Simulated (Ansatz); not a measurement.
Method: PBE (plane waves to 420 eV, PAW; Ansatz, an electronic-structure program).

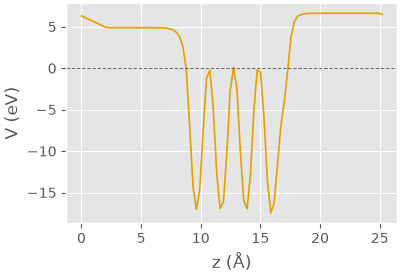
*Electrostatic potential energy of an electron, averaged over planes parallel to the surface, in eV from the Fermi level, for N on the 1x1 (111) surface of fcc Cu, one in a 2x1 cell, started at the site 'bridge Cu-Cu (span 2.6 Å)'*

Set-up: 9 atoms, 6.2 Å thick at the start under the adsorbate (thin: gaps and levels are the slab's own); mesh 6x12x1; 0.1 eV smearing; dipole correction on; 4 atoms held, the rest relaxed; symmetry of the start imposed; spin-polarised, no spin-orbit, no U, no dispersion correction. The starting moment vanished. At the end it is bonded to 3 Cu. In PBE it is, or lies within 0.03 eV of, the lowest of the starts that converged.

**Question.** The surface cell has an area of 11.41 Å². What dipole along the normal does the step between the two vacuum levels imply?

**Answer.** the top vacuum level lies 1.73 eV above the bottom one; p = −ε₀ A ΔV (ε₀ = 0.005526 e/(V·Å)) gives -0.11 e·Å a cell.
